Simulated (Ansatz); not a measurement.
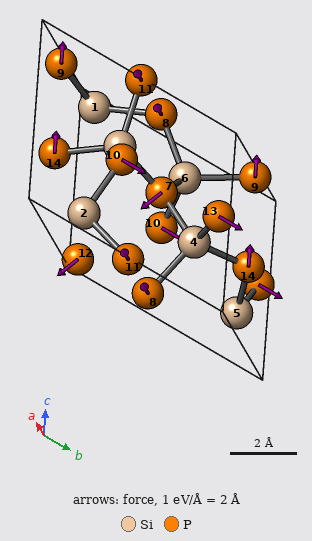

Starting geometry of crystalline Si$_{3}$P$_{4}$ (a generated structure, set up in I-43d) (coarse preliminary run) with the computed forces as purple arrows. A ball-and-stick model of the cell of the calculation, seen from a free direction.

Computed with Ansatz, DFT PBE, scalar-relativistic, plane waves, PAW.

Input
```yaml
crystal:
  lattice:
    - [-3.98280819, 3.98280819, 3.98280819]
    - [3.98280819, -3.98280819, 3.98280819]
    - [3.98280819, 3.98280819, -3.98280819]
  atoms:
    - { symbol: Si, position: [0.25, 0.125, 0.875] }
    - { symbol: Si, position: [0.875, 0.25, 0.125] }
    - { symbol: Si, position: [0.75, 0.375, 0.625] }
    - { symbol: Si, position: [0.625, 0.75, 0.375] }
    - { symbol: Si, position: [0.125, 0.875, 0.25] }
    - { symbol: Si, position: [0.375, 0.625, 0.75] }
    - { symbol: P, position: [0.55519998, 0.55519998, 0.55519998] }
    - { symbol: P, position: [0.44480002, 0.5, 0.0] }
    - { symbol: P, position: [0.5, 0.0, 0.94480002] }
    - { symbol: P, position: [0.0, 0.44480002, 0.5] }
    - { symbol: P, position: [0.94480002, 0.5, 0.0] }
    - { symbol: P, position: [0.05519998, 0.05519998, 0.05519998] }
    - { symbol: P, position: [0.0, 0.94480002, 0.5] }
    - { symbol: P, position: [0.5, 0.0, 0.44480002] }
basis:
  ecutwfc: 420
kpoints:
  mp_grid: { grid: [4, 4, 4] }
hamiltonian:
  xc: pbe
scf:
  occupations: { method: gaussian, width: 0.1 }
  lower_state_search: "off"
output:
  forces: true
  stress: true
  eigenvalues: true
relax:
  adjacent_minimum: "off"
  f_tol: 0.04
  max_steps: 70
  cell: { stress_tol: 0.4 }
```

Run as
```bash
ansatz run input.yaml --threads 1 --pin off --max-ram 2560MiB --backend cpu --events-out ev --progress --plain --runs-dir out
```

Q: Is this structure relaxed? If not, where do the atoms go?

A: It isn't relaxed: the largest force vector, on P atoms, is 0.44 eV/Å. The atoms end up moving mostly along the starting forces (cosine between the two patterns 1.00). The energy falls by 146 meV per atom in 4 accepted moves (5 points after the start). The largest force component goes from 0.25 to 0.0072 eV/Å. Pressure: 12.20 GPa at the start and −0.33 GPa at the end. The SCF was repeated once at an unchanged geometry on a basis and grid sized afresh for the cell, which shifted the energy by 0.2 meV per atom at most. The largest moves relative to the cell, 0.45 Å, are those of 8 atoms (P7, P8, P9, P10 and others). P12 goes along [−1 −1 −1]. Si stays in place. Cell: a = b = c 6.898 → 7.012 Å (+1.6 %). Volume +5.0 %. Among the contacts that change: Si1–P12 2.160 → 2.279 Å. Bond angles that change, for instance: P11–Si5–P13 111.5° → 129.3°, P11–Si5–P12 108.5° → 100.6°, Si3–P14–Si4 119.2° → 112.3°. The space group stays I-43d (No. 220). Cost: 53 s on 1 thread of Arm Neoverse V2 (shared host), peak memory 0.44 GiB.
